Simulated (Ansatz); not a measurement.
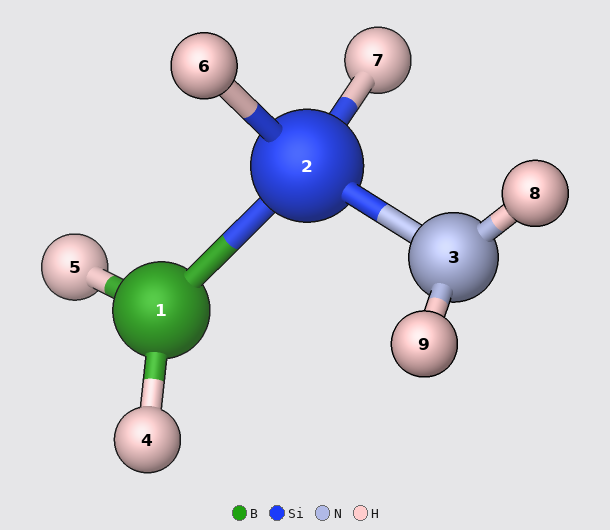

Numbered structure. The geometry was computed by an optimisation with PBE-D4/def2-SVP. No frequency run is at hand to confirm it as a minimum.

Which atoms are bonded, and how long are the bonds?

| bond | length (Å) | order |
| --- | --- | --- |
| B1–Si2 | 2.005 | single |
| B1–H4 | 1.219 | single |
| B1–H5 | 1.218 | single |
| Si2–N3 | 1.753 | single |
| Si2–H6 | 1.530 | single |
| Si2–H7 | 1.507 | single |
| N3–H8 | 1.024 | single |
| N3–H9 | 1.024 | single |
